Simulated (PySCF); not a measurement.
**AlF2 (SMILES [F][Al][F]): levels of theory compared**

We compute a comparison of 6 runs (UB3LYP/STO-6G, UM06-2X/STO-6G, UMP2/STO-6G, NEVPT2(3,3)/STO-6G, UCISD/STO-6G, FCI/STO-6G) of AlF2. 

The calculation is run with PySCF 2.14.0.

16 further runs of the same task are left out: 2 that didn't finish, 14 set aside as unsound or not needed.

### Step 1. The structure to begin with

AlF2: 3 atoms, total charge 0, spin state doublet. SMILES: `[F][Al][F]`. The Al2–F3 distance was set to 3.622 Å, away from the relaxed value. At this shape a bond of the SMILES string is far longer than usual.

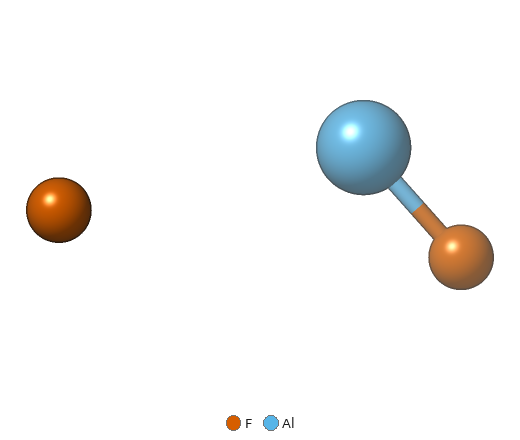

The structure, seen from a chosen angle (fluorine orange, aluminium blue).

### Step 2. The energy at UB3LYP/STO-6G (run 1)

calc.py

```python
from pyscf import gto, dft

mol = gto.M(
    atom='''
F      4.003294    -4.263084     1.709080
Al     3.730607    -1.170358     1.914682
F     -1.762170     1.929410    -0.746064
''',
    verbose=3,
    max_memory=1860,
    basis='sto-6g',
    spin=1,
    charge=0,
    unit='bohr',
)

ks = dft.UKS(mol, xc='b3lyp')
ks.conv_tol = 1e-10
ks.grids.level = 5
ks.kernel()
if not ks.converged:
    ks = ks.newton().run(ks.mo_coeff, ks.mo_occ)

energy = ks.e_tot
print(f'total energy: {energy:.8f} hartree')
```

Launch:

```sh
$ OMP_NUM_THREADS=1 python calc.py
```

The log of the run:

```text
WARN: HOMO 0.148209104262113 >= LUMO 0.14826484401842

converged SCF energy = -439.990169687045  <S^2> = 0.75004327  2S+1 = 2.0000433
total energy: -439.99016969 hartree
```

Wall time 12 s (1 thread of Arm Neoverse V1, shared host); peak memory 0.2 GiB.

### Step 3. A single-point energy at UM06-2X/STO-6G (run 2)

job.py

```python
from pyscf import gto, dft

molecule = gto.M(
    atom='''
F      2.118452    -2.255927     0.904406
Al     1.974152    -0.619327     1.013206
F     -0.932500     1.021000    -0.394800
''',
    basis='sto-6g',
    charge=0,
    verbose=4,
    max_memory=1860,
    spin=1,
)

ks = dft.UKS(molecule, xc='m06-2x')
ks.conv_tol = 1e-10
ks.grids.level = 5
ks.kernel()
if not ks.converged:
    ks = ks.newton().run(ks.mo_coeff, ks.mo_occ)

e_tot = ks.e_tot
print('E(%s) = %.9f' % ('M06-2X', e_tot))
```

Launch:

```sh
$ OMP_NUM_THREADS=1 python job.py
```

The log of the run:

```text
PySCF version 2.14.0

[INPUT] num. atoms = 3
[INPUT] num. electrons = 31
[INPUT] charge = 0
[INPUT] spin (= nelec alpha-beta = 2S) = 1
[INPUT] symmetry False subgroup None
[INPUT] Mole.unit = angstrom
[INPUT] Symbol           X                Y                Z      unit          X                Y                Z       unit  Magmom
[INPUT]  1 F      2.118452000000  -2.255927000000   0.904406000000 AA    4.003294088037  -4.263084187012   1.709079645413 Bohr   0.0
[INPUT]  2 Al     1.974152000000  -0.619327000000   1.013206000000 AA    3.730606608262  -1.170358411549   1.914681847766 Bohr   0.0
[INPUT]  3 F     -0.932500000000   1.021000000000  -0.394800000000 AA   -1.762169611157   1.929410373181  -0.746063873978 Bohr   0.0

nuclear repulsion = 63.8882057284242
number of shells = 11
number of NR pGTOs = 114
number of NR cGTOs = 19
basis = sto-6g
ecp = {}

[... 35 lines left out ...]
WARN: HOMO -0.265591324018661 >= LUMO -0.265591324018662
[... 16 lines left out ...]
WARN: beta  nocc = 15  HOMO 0.101732532829381 >= LUMO 0.101787012610369
[... 1 line left out ...]
WARN: HOMO 0.101792046274932 >= LUMO 0.101787012610369
[... 63 lines left out ...]
SCF not converged.
SCF energy = -439.918277192209 after 50 cycles  <S^2> = 0.75000209  2S+1 = 2.0000021
[... 75 lines left out ...]
converged SCF energy = -439.918497674088  <S^2> = 0.75000301  2S+1 = 2.000003
E(M06-2X) = -439.918497674
```

It took 1.9 min on 1 thread of Arm Neoverse V1, shared host; peak memory 0.41 GiB.

Run 3 isn't shown in full; the table further down has it.

### Step 4. A single-point energy at NEVPT2(3,3)/STO-6G (run 4)

start.xyz

```xyz
3
AlF2
F      2.118452    -2.255927     0.904406
Al     1.974152    -0.619327     1.013206
F     -0.932500     1.021000    -0.394800
```

run.py

```python
import numpy
from pyscf import gto, scf, mp, mcscf, mrpt

mol = gto.Mole()
mol.atom = 'start.xyz'
mol.verbose = 4
mol.basis = 'sto-6g'
mol.max_memory = 1860
mol.spin = 1
mol.build()

myscf = mol.ROHF()
myscf.conv_tol = 1e-10
myscf.kernel()
if not myscf.converged:
    myscf = myscf.newton().run(myscf.mo_coeff, myscf.mo_occ)

pt = mp.MP2(scf.addons.convert_to_uhf(myscf)).run()
noons, natorbs = mcscf.addons.make_natural_orbitals(pt)
print('natural occupations', numpy.round(noons[:40], 4))
cas = mcscf.CASSCF(myscf, 3, 3)
cas.fix_spin_(ss=0.75)
cas.natorb = True
cas.kernel(natorbs)
e_pt2 = mrpt.NEVPT(cas).kernel()
energy = cas.e_tot + e_pt2
print('E = %.10f Eh' % energy)
```

Launch:

```sh
$ OMP_NUM_THREADS=1 python run.py
```

The log of the run:

```text
PySCF version 2.14.0

[INPUT] num. atoms = 3
[INPUT] num. electrons = 31
[INPUT] charge = 0
[INPUT] spin (= nelec alpha-beta = 2S) = 1
[INPUT] symmetry False subgroup None
[INPUT] Mole.unit = angstrom
[INPUT] Symbol           X                Y                Z      unit          X                Y                Z       unit  Magmom
[INPUT]  1 F      2.118452000000  -2.255927000000   0.904406000000 AA    4.003294088037  -4.263084187012   1.709079645413 Bohr   0.0
[INPUT]  2 Al     1.974152000000  -0.619327000000   1.013206000000 AA    3.730606608262  -1.170358411549   1.914681847766 Bohr   0.0
[INPUT]  3 F     -0.932500000000   1.021000000000  -0.394800000000 AA   -1.762169611157   1.929410373181  -0.746063873978 Bohr   0.0

nuclear repulsion = 63.8882057284242
number of shells = 11
number of NR pGTOs = 114
number of NR cGTOs = 19
basis = sto-6g
ecp = {}

[... 20 lines left out ...]
WARN: HOMO 0.194189596299346 >= LUMO 0.193625032212677
[... 28 lines left out ...]
converged SCF energy = -438.841416085554
[... 32 lines left out ...]
sorting_mo_energy = False
[... 30 lines left out ...]
1-step CASSCF converged in   8 macro (111 JK  26 micro) steps
[... 2 lines left out ...]
Natural orbital (expansion on meta-Lowdin AOs) in CAS space
[... 9 lines left out ...]
CASSCF energy = -438.853622071086
[... 2 lines left out ...]
******** <class 'pyscf.mrpt.nevpt2.NEVPT'> ********
NEVPT2 (2e+1e, 3o), ncore = 14, nvir = 2
root = 0
Natural occ [1.96086185 1.00000012 0.03913803]
Natural orbital (expansion on meta-Lowdin AOs) in CAS space
               #1        #2        #3
0 F 1s           0.00054   0.00000   0.00000
0 F 2s          -0.07088  -0.00000   0.00000
0 F 2px          0.00501  -0.00025  -0.10658
[... 15 lines of this table left out ...]
2 F 2pz         -0.00316  -0.87233   0.00111
<CAS-nat-orb|mo-hf>  15     15       0.92362171
<CAS-nat-orb|mo-hf>  16     16      -0.99999971
<CAS-nat-orb|mo-hf>  17     17      -0.99998963
Sr    (-1)',   E = -0.00000000049783
Si    (+1)',   E = -0.00000328984097
Sijrs (0)  ,   E = -0.01692730446080
Sijr  (+1) ,   E = -0.01180963018622
Srsi  (-1) ,   E = -0.00131891176708
Srs   (-2) ,   E = -0.00565396983392
Sij   (+2) ,   E = -0.00153800724137
Sir   (0)' ,   E = -0.00080856131857
Nevpt2 Energy = -0.038059675146766
E = -438.8916817462 Eh
```

Wall time 1.2 s (1 thread of Arm Neoverse V1, shared host); peak memory 0.12 GiB.

Run 5 isn't shown in full; the table further down has it.

### Step 5. The energy at FCI/STO-6G (run 6)

mol.xyz

```xyz
3

F      2.118452    -2.255927     0.904406
Al     1.974152    -0.619327     1.013206
F     -0.932500     1.021000    -0.394800
```

run.py

```python
from pyscf import gto, mcscf

mol = gto.M(
    atom='mol.xyz',
    verbose=3,
    max_memory=1860,
    basis='sto-6g',
    spin=1,
)

myscf = mol.ROHF()
myscf.conv_tol = 1e-10
myscf.kernel()
if not myscf.converged:
    myscf = myscf.newton().run(myscf.mo_coeff, myscf.mo_occ)

cas = mcscf.CASCI(myscf, myscf.mo_coeff.shape[-1] - 7, (mol.nelec[0] - 7, mol.nelec[1] - 7))  # full CI above the frozen core
cas.fix_spin_(ss=0.75)
cas.kernel()
e_final = cas.e_tot
print('E(%s) = %.9f' % ('FCI', e_final))
```

Launch:

```sh
$ OMP_NUM_THREADS=1 python run.py
```

The log of the run:

```text
converged SCF energy = -438.841416085554
CASCI E = -438.900850541811  E(CI) = -64.1886607727013  S^2 = 0.7500000
E(FCI) = -438.900850542
```

Run time: 5.7 s. Hardware: 1 thread of Arm Neoverse V1, shared host; peak memory 0.14 GiB.

### Step 6. Overview of the runs

```tsv
run	level	integration grid	frozen core orbitals	energy (Eh)	dipole moment (D) of the reference	HOMO energy (eV)	LUMO energy (eV)	wall time
1	UB3LYP/STO-6G	5	–	-439.990170	0.66	-1.76	-0.05	12 s
2	UM06-2X/STO-6G	5	–	-439.918498	0.96	-3.01	2.53	1.9 min
3	UMP2/STO-6G	–	7	-438.883802	1.40	-4.62	9.62	0.95 s
4	NEVPT2(3,3)/STO-6G	–	–	-438.891682	1.41	–	–	1.2 s
5	UCISD/STO-6G	–	7	-438.895518	1.40	-4.62	9.62	0.9 s
6	FCI/STO-6G	–	7	-438.900851	1.41	–	–	5.7 s
```

### Step 7. Summary of results

| quantity | value |
| --- | --- |
| run 6: total energy | -438.90085 Eh |
| run 6: dipole moment (Hartree–Fock density) | 1.41 D |
| run 6: correlation energy (7 core orbitals frozen) | -59.4 mEh |

Against full CI in this basis: UMP2 +17.0 mEh; UCISD +5.3 mEh. Totals of different functionals can't be ranked against each other. In runs 1, 2, 3, 4, 5, 6 the basis is minimal, so the values are rough. All runs together took 2.2 min, the longest 1.9 min.
